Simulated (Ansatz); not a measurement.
# SiN₂H+ (triplet): the correlation ladder, cc-pVDZ

How much of the correlation energy of SiN₂H+ (triplet) does each wave-function method recover here?

Program: Ansatz 0.2.0, Gaussian basis. Level of theory: cc-pVDZ, core rule «outside noble gas», up to 7 orbitals frozen. These are calculated values, not measurements.

The runs, in order: UHF; CCSD(T) on ROHF; CCSD(T) on UHF; BCCD(T) on ROHF; CISD as a restricted active space (open shells left free, so some higher excitations enter); CCSDT(Q) on ROHF; CCSDT(Q) on UHF.

16 further runs of the same task are left out: 8 that didn't finish, 8 set aside as unsound or not needed. Runs told in other sessions of the task aren't counted.

## Step 1: The system

The geometry is a PBE0/def2-TZVP stationary point (not a proven minimum) of the parent state, kept for this charge and spin.

4 atoms, charge 1, spin multiplicity 3.

Atoms are counted from 1 here; the program's logs count them from 0.

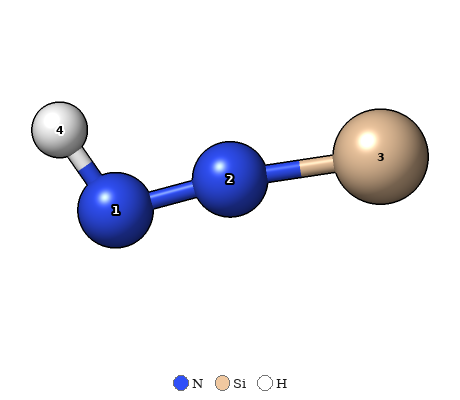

The geometry (nitrogen blue, silicon light orange, hydrogen white); atoms are numbered from 1 in the order of the file.

In the tables R marks a restricted open-shell determinant and U an unrestricted one; energies count from the table's Hartree-Fock row.

## Step 2: UHF

The input, in.yaml:

```yaml
crystal:
  periodic: [false, false, false]
  atoms:
    - {symbol: N, position_ang: [0.000005, -0.302572, 0.908543]}
    - {symbol: N, position_ang: [-0.000014, -0.160541, -0.334175]}
    - {symbol: Si, position_ang: [0.000002, -0.160128, -1.936811]}
    - {symbol: H, position_ang: [0.000007, 0.623240, 1.362442]}
basis:
  gaussian: {orbitals: cc-pVDZ}
total_charge: 1
magnetization: {spin_polarized: true, initial_magnetization: 2}
hamiltonian: {xc: hf}
output: {orbitals: {seedname: orbitals}}
```

Launch:

```
$ ansatz run in.yaml --threads 1 --pin off --events-out ev --progress --plain --max-ram 2393MiB
```

The log of the run:

```text
Functional definition: HF
  name "HF"
  cite "Fock, Z. Phys. 61, 126 (1930) doi:10.1007/BF01340294"
  parent pbe
  exchange = exact_x
  correlation = 0
501 factors; integrals over basis functions are off by at most 1.5e-3 eV
mean field evaluation 1: about -10823.1927 eV, gradient 3.5e1 eV
mean field evaluation 2: about -10823.3363 eV, gradient 3.5e1 eV
mean field evaluation 4: about -10830.9966 eV, gradient 4.2e0 eV
mean field evaluation 8: about -10831.4788 eV, gradient 4.9e-1 eV
mean field evaluation 16: about -10831.4931 eV, gradient 5.9e-4 eV
mean field evaluation 32: about -10826.9323 eV, gradient 7.9e0 eV
mean field evaluation 64: about -10831.2218 eV, gradient 2.5e0 eV
mean field evaluation 96: about -10825.9719 eV, gradient 2.6e0 eV
mean field evaluation 128: about -10831.4824 eV, gradient 5.7e-1 eV
mean field -10831.49305341 eV, -398.0500278633 hartree, gradient 2.1e-5 eV, S^2 2.043692; 1 other end points of the search recorded, 0 dependent functions left out
reference -10831.49305341 eV, -398.0500278633 hartree; 15, 13 occupied and 36, 38 virtual orbitals, 501 factors
Total energy: -10831.49305341 eV, -398.0500278633 hartree
```

Run time: 0.87 s. Hardware: 1 thread of Arm Neoverse V2, shared host.

From the report: ⟨S²⟩ of the determinant 2.044 (pure triplet: 2.00).

## Step 3: CCSD(T) on ROHF

in.yaml, as its differences from that of step 2:

```diff
@@ -10,4 +10,4 @@
 total_charge: 1
-magnetization: {spin_polarized: true, initial_magnetization: 2}
-hamiltonian: {xc: hf}
-output: {orbitals: {seedname: orbitals}}
+magnetization: {spin_polarized: false, initial_magnetization: 2}
+correlation: {method: ccsd_t, electrons: outside_noble_gas}
+output: {forces: true}
```

Same command.

The log of the run, cut to the lines that bear on the results:

```text
Functional definition: HF
  name "HF"
  cite "Fock, Z. Phys. 61, 126 (1930) doi:10.1007/BF01340294"
  parent pbe
[...]
501 factors; integrals over basis functions are off by at most 1.5e-3 eV
[...]
mean field -10831.15209674 eV, -398.0374979365 hartree, gradient 1.9e-6 eV, S^2 2.000000; 9 other end points of the search recorded, 0 dependent functions left out
[...]
determinant -10831.15209674 eV, -398.0374979365 hartree, with singles and doubles -10841.92047325 eV, -398.4332284744 hartree
determinant -10828.70969654 eV, -397.9477413846 hartree, with singles and doubles -10839.61683883 eV, -398.3485714710 hartree
determinant -10828.55895913 eV, -397.9422018871 hartree, with singles and doubles -10839.88470757 eV, -398.3584154654 hartree
determinant -10828.26816640 eV, -397.9315154515 hartree, with singles and doubles -10838.02322979 eV, -398.2900074187 hartree
7 core orbitals not correlated: weight in the atoms' cores, before any rotation towards them, 1.000 or more for the frozen orbitals, at most 0.000 for the correlated occupied ones
reference -10831.15209674 eV, -398.0374979365 hartree; 8, 6 occupied and 36, 38 virtual orbitals, 501 factors
second order -9.86346274 eV of doubles, -0.19606624 eV of singles
cycle   1  -10.76950482 eV  change   -1.1e-3 eV  update   2.7e-3
[...]
cycle  13  -10.77360035 eV  change    7.2e-8 eV  update   5.6e-7
perturbative correction -0.43827160 eV, -0.0161061841 hartree
[...]
Total energy: -10842.36396868 eV, -398.4495266307 hartree
Atom 0 at     0.000005    -0.302572     0.908543 Å, force    -0.000061     0.940939    -2.159130 eV/Å
Atom 1 at    -0.000014    -0.160541    -0.334175 Å, force     0.000037    -0.950203     4.647429 eV/Å
Atom 2 at     0.000002    -0.160128    -1.936811 Å, force     0.000012    -0.054977    -3.842435 eV/Å
Atom 3 at     0.000007     0.623240     1.362442 Å, force     0.000012     0.064240     1.354136 eV/Å
Dipole moment:     0.000006     0.252650    -0.029599 e Å
```

Run time: 10 s. Hardware: 1 thread of Arm Neoverse V2, shared host.

From the report: correlation -11.2119 eV; T1 0.044; largest double amplitude 0.08.

## Step 4: CCSD(T) on UHF

in.yaml, as its differences from that of step 3:

```diff
@@ -10,3 +10,3 @@
 total_charge: 1
-magnetization: {spin_polarized: false, initial_magnetization: 2}
+magnetization: {spin_polarized: true, initial_magnetization: 2}
 correlation: {method: ccsd_t, electrons: outside_noble_gas}
```

Launched as before.

The log of the run, cut to the lines that bear on the results:

```text
Functional definition: HF
  name "HF"
  cite "Fock, Z. Phys. 61, 126 (1930) doi:10.1007/BF01340294"
  parent pbe
[...]
501 factors; integrals over basis functions are off by at most 1.5e-3 eV
[...]
mean field -10831.49305341 eV, -398.0500278633 hartree, gradient 2.0e-6 eV, S^2 2.043692; 5 other end points of the search recorded, 0 dependent functions left out
determinant -10831.49305341 eV, -398.0500278633 hartree, with singles and doubles -10841.93609737 eV, -398.4338026500 hartree
determinant -10828.49379734 eV, -397.9398072356 hartree, with singles and doubles -10838.02787600 eV, -398.2901781640 hartree
determinant -10828.44105135 eV, -397.9378688562 hartree, with singles and doubles -10838.66942773 eV, -398.3137547550 hartree
7 core orbitals not correlated: weight in the atoms' cores, before any rotation towards them, 1.000 or more for the frozen orbitals, at most 0.000 for the correlated occupied ones
reference -10831.49305341 eV, -398.0500278633 hartree; 8, 6 occupied and 36, 38 virtual orbitals, 501 factors
second order -9.63698681 eV of doubles, -0.00000000 eV of singles
cycle   1  -10.44365451 eV  change   -6.1e-4 eV  update   2.8e-3
[...]
cycle  13  -10.44753913 eV  change   -1.7e-7 eV  update   5.6e-7
perturbative correction -0.42077674 eV, -0.0154632601 hartree
[...]
Total energy: -10842.36136929 eV, -398.4494311048 hartree
Atom 0 at     0.000005    -0.302572     0.908543 Å, force    -0.000060     0.934344    -2.123886 eV/Å
Atom 1 at    -0.000014    -0.160541    -0.334175 Å, force     0.000036    -0.943302     4.602882 eV/Å
Atom 2 at     0.000002    -0.160128    -1.936811 Å, force     0.000012    -0.054784    -3.827580 eV/Å
Atom 3 at     0.000007     0.623240     1.362442 Å, force     0.000012     0.063742     1.348584 eV/Å
Dipole moment:     0.000006     0.252939    -0.033504 e Å
```

Run time: 9.5 s. Hardware: 1 thread of Arm Neoverse V2, shared host.

From the report: ⟨S²⟩ of the determinant 2.044 (pure triplet: 2.00); correlation -10.8683 eV; T1 0.033; largest double amplitude 0.06.

## Step 5: BCCD(T) on ROHF

in.yaml, as its differences from that of step 4:

```diff
@@ -10,4 +10,3 @@
 total_charge: 1
-magnetization: {spin_polarized: true, initial_magnetization: 2}
-correlation: {method: ccsd_t, electrons: outside_noble_gas}
-output: {forces: true}
+magnetization: {spin_polarized: false, initial_magnetization: 2}
+correlation: {method: bccd_t, electrons: outside_noble_gas}
```

The command is unchanged.

The log of the run, cut to the lines that bear on the results:

```text
Functional definition: HF
  name "HF"
  cite "Fock, Z. Phys. 61, 126 (1930) doi:10.1007/BF01340294"
  parent pbe
[...]
501 factors; integrals over basis functions are off by at most 1.5e-3 eV
[...]
mean field -10831.15209674 eV, -398.0374979365 hartree, gradient 1.9e-6 eV, S^2 2.000000; 9 other end points of the search recorded, 0 dependent functions left out
[...]
determinant -10831.15209674 eV, -398.0374979365 hartree, with singles and doubles -10841.92047325 eV, -398.4332284744 hartree
determinant -10828.70969654 eV, -397.9477413846 hartree, with singles and doubles -10839.61683883 eV, -398.3485714710 hartree
determinant -10828.55895913 eV, -397.9422018871 hartree, with singles and doubles -10839.88470757 eV, -398.3584154654 hartree
determinant -10828.26816640 eV, -397.9315154515 hartree, with singles and doubles -10838.02322979 eV, -398.2900074187 hartree
7 core orbitals not correlated: weight in the atoms' cores, before any rotation towards them, 1.000 or more for the frozen orbitals, at most 0.000 for the correlated occupied ones
reference -10831.15209674 eV, -398.0374979365 hartree; 8, 6 occupied and 36, 38 virtual orbitals, 501 factors
second order -9.86346274 eV of doubles, -0.19606624 eV of singles
cycle   1  -10.72909660 eV  change    3.9e-2 eV  update   2.3e-2
[...]
cycle  12  -10.74355841 eV  change    6.4e-6 eV  update   1.3e-5
perturbative correction -0.46862247 eV, -0.0172215583 hartree
Total energy: -10842.36427763 eV, -398.4495379843 hartree
```

Wall time 7.5 s (1 thread of Arm Neoverse V2, shared host).

From the report: correlation -11.2122 eV; largest double amplitude 0.05.

## Step 6: CISD as a restricted active space (open shells left free, so some higher excitations enter)

in.yaml, as its differences from that of step 5:

```diff
@@ -11,2 +11,2 @@
 magnetization: {spin_polarized: false, initial_magnetization: 2}
-correlation: {method: bccd_t, electrons: outside_noble_gas}
+correlation: {active_space: {ras: {orbitals: [6, 2, 36], electrons: 14, max_holes: 2, max_particles: 2}, fixed_orbitals: true}}
```

The command is unchanged.

The log of the run:

```text
Functional definition: HF
  name "HF"
  cite "Fock, Z. Phys. 61, 126 (1930) doi:10.1007/BF01340294"
  parent pbe
  exchange = exact_x
  correlation = 0
501 factors; integrals over basis functions are off by at most 1.5e-3 eV
mean field evaluation 1: about -10816.8368 eV, gradient 5.5e1 eV
mean field evaluation 2: about -10816.9863 eV, gradient 5.5e1 eV
mean field evaluation 4: about -10829.3955 eV, gradient 1.9e1 eV
mean field evaluation 8: about -10831.1178 eV, gradient 8.4e-1 eV
mean field evaluation 16: about -10831.1521 eV, gradient 8.7e-5 eV
mean field evaluation 32: about -10828.6156 eV, gradient 1.5e1 eV
mean field evaluation 64: about -10818.0932 eV, gradient 2.0e1 eV
mean field evaluation 96: about -10831.1494 eV, gradient 4.2e-1 eV
mean field -10831.15209674 eV, -398.0374979365 hartree, gradient 1.9e-6 eV, S^2 2.000000; 7 other end points of the search recorded, 0 dependent functions left out
reference -10831.15209674 eV, -398.0374979365 hartree; 15, 13 occupied and 36, 38 virtual orbitals, 501 factors
state -10840.75557477 eV, -398.3904192449 hartree
Total energy: -10840.75557477 eV, -398.3904192449 hartree
```

Run time: 6 s. Hardware: 1 thread of Arm Neoverse V2, shared host.

From the report: 403,696 determinants.

## Step 7: CCSDT(Q) on ROHF

in.yaml, as its differences from that of step 6:

```diff
@@ -11,2 +11,2 @@
 magnetization: {spin_polarized: false, initial_magnetization: 2}
-correlation: {active_space: {ras: {orbitals: [6, 2, 36], electrons: 14, max_holes: 2, max_particles: 2}, fixed_orbitals: true}}
+correlation: {method: ccsdt_q, electrons: outside_noble_gas}
```

Launched as before.

The log of the run, cut to the lines that bear on the results:

```text
Functional definition: HF
  name "HF"
  cite "Fock, Z. Phys. 61, 126 (1930) doi:10.1007/BF01340294"
  parent pbe
[...]
953 factors; integrals over basis functions are off by at most 1.6e-7 eV
[...]
mean field -10831.15218479 eV, -398.0375011723 hartree, gradient 1.8e-6 eV, S^2 2.000000; 9 other end points of the search recorded, 0 dependent functions left out
[...]
determinant -10831.15218479 eV, -398.0375011723 hartree, with singles and doubles -10841.92056064 eV, -398.4332316859 hartree
determinant -10828.70979364 eV, -397.9477449531 hartree, with singles and doubles -10839.61691732 eV, -398.3485743553 hartree
determinant -10828.55905371 eV, -397.9422053628 hartree, with singles and doubles -10839.88480249 eV, -398.3584189535 hartree
determinant -10828.26825253 eV, -397.9315186165 hartree, with singles and doubles -10838.02332155 eV, -398.2900107908 hartree
7 core orbitals not correlated: weight in the atoms' cores, before any rotation towards them, 1.000 or more for the frozen orbitals, at most 0.000 for the correlated occupied ones
reference -10831.15218479 eV, -398.0375011723 hartree; 8, 6 occupied and 36, 38 virtual orbitals, 953 factors
second order -9.86347602 eV of doubles, -0.19606617 eV of singles
cycle   1  -10.16321960 eV  change   -9.9e-2 eV  update   1.3e-1
[...]
cycle  23  -11.24275517 eV  change   -4.1e-7 eV  update   9.6e-7
perturbative correction -0.05221941 eV, -0.0019190277 hartree
Total energy: -10842.44715936 eV, -398.4525838319 hartree
```

It took 2.8 min on 1 thread of Arm Neoverse V2, shared host; peak memory 0.98 GiB.

From the report: correlation -11.2950 eV; T1 0.047; largest double amplitude 0.08.

## Step 8: CCSDT(Q) on UHF

in.yaml, as its differences from that of step 7:

```diff
@@ -10,3 +10,3 @@
 total_charge: 1
-magnetization: {spin_polarized: false, initial_magnetization: 2}
+magnetization: {spin_polarized: true, initial_magnetization: 2}
 correlation: {method: ccsdt_q, electrons: outside_noble_gas}
```

Launched as before.

The log of the run, cut to the lines that bear on the results:

```text
Functional definition: HF
  name "HF"
  cite "Fock, Z. Phys. 61, 126 (1930) doi:10.1007/BF01340294"
  parent pbe
[...]
953 factors; integrals over basis functions are off by at most 1.6e-7 eV
[...]
mean field -10831.49314166 eV, -398.0500311064 hartree, gradient 2.0e-6 eV, S^2 2.043692; 4 other end points of the search recorded, 0 dependent functions left out
determinant -10831.49314166 eV, -398.0500311064 hartree, with singles and doubles -10841.93618498 eV, -398.4338058696 hartree
determinant -10828.49388319 eV, -397.9398103905 hartree, with singles and doubles -10838.02796562 eV, -398.2901814573 hartree
7 core orbitals not correlated: weight in the atoms' cores, before any rotation towards them, 1.000 or more for the frozen orbitals, at most 0.000 for the correlated occupied ones
reference -10831.49314166 eV, -398.0500311064 hartree; 8, 6 occupied and 36, 38 virtual orbitals, 953 factors
second order -9.63699904 eV of doubles, -0.00000000 eV of singles
cycle   1  -9.87586422 eV  change   -2.4e-1 eV  update   1.2e-1
[...]
cycle  22  -10.90345231 eV  change   -7.8e-7 eV  update   1.2e-6
perturbative correction -0.05445359 eV, -0.0020011327 hartree
Total energy: -10842.45104757 eV, -398.4527267210 hartree
```

Wall time 2.4 min (1 thread of Arm Neoverse V2, shared host); peak memory 0.78 GiB.

From the report: ⟨S²⟩ of the determinant 2.044 (pure triplet: 2.00); correlation -10.9579 eV; T1 0.035; largest double amplitude 0.07.

## Step 9: All levels against the top one

The yardstick is UCCSDT(Q), where the cluster series has nearly closed. Rows without a time are mean-field rows or come out of runs for another level: lower rungs of the coupled-cluster runs, or the Hartree-Fock search. The times of RCCSD(T), UCCSD(T) include forces.

```tsv
method	energy from the lowest ROHF (kJ/mol)	from UCCSDT(Q) (kJ/mol)	time
ROHF	0.0	+1090.2	
UHF	-32.9	+1057.3	
RMP2	-970.6	+119.6	
UMP2	-962.7	+127.5	
CISD	-926.6	+163.6	6 s
RCCSD	-1039.5	+50.7	
UCCSD	-1040.9	+49.3	
RCCSD(T)	-1081.8	+8.4	10 s
UCCSD(T)	-1081.5	+8.7	9.5 s
BCCD(T)	-1081.8	+8.4	7.5 s
RCCSDT	-1084.8	+5.4	
UCCSDT	-1084.9	+5.3	
RCCSDT(Q)	-1089.8	+0.4	2.8 min
UCCSDT(Q)	-1090.2	0	2.4 min
```

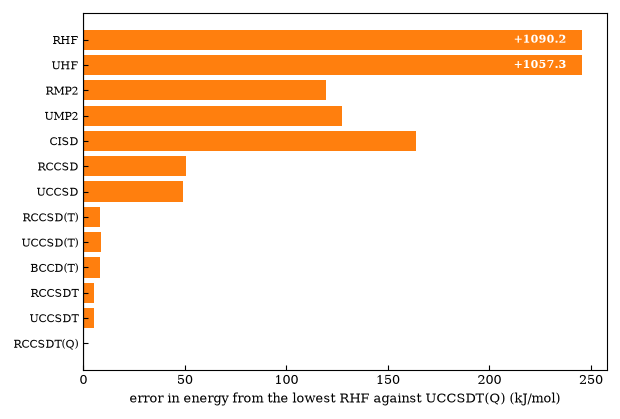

Error of each method against UCCSDT(Q). Bars with a number in them are cut short.

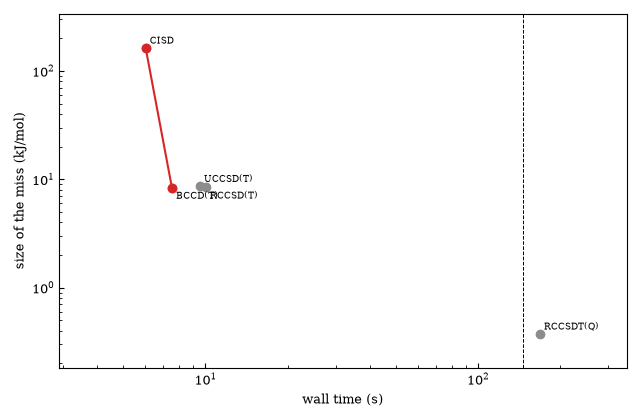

Miss against cost. Red marks the levels that no quicker level drawn beats (of those quicker than the yardstick), and the dashed line is the time of UCCSDT(Q). Times are from a shared host.

## Step 10: Outcome

| quantity | value |
| --- | --- |
| UCCSDT(Q) from the ROHF energy | -11.2990 eV |
| RMP2 from UCCSDT(Q) | +119.6 kJ/mol |
| UMP2 from UCCSDT(Q) | +127.5 kJ/mol |
| RCCSD from UCCSDT(Q) | +50.7 kJ/mol |
| RCCSD(T) from UCCSDT(Q) | +8.4 kJ/mol |
| UCCSD(T) from UCCSDT(Q) | +8.7 kJ/mol |
| RCCSDT(Q) from UCCSDT(Q) | +0.4 kJ/mol |
| levels within 1 kcal/mol (43 meV) | RCCSDT(Q) |
| T1 diagnostic | 0.044 |

What this shows: RCCSD(T) lands +8.4 kJ/mol from the yardstick (0.8 % of the correlation energy). These misses are within one basis, not against nature; the frozen cores of restricted and unrestricted runs differ, which can shift their rows.

With open shells the CI space here admits some higher excitations, so it is larger than plain CISD.

BCCD(T) reaches 8.4 kJ/mol from the reference in 7.5 s, where UCCSDT(Q) took 2.4 min; the quickest level in the cost chart, CISD, takes 6 s and misses by 163.6 kJ/mol.
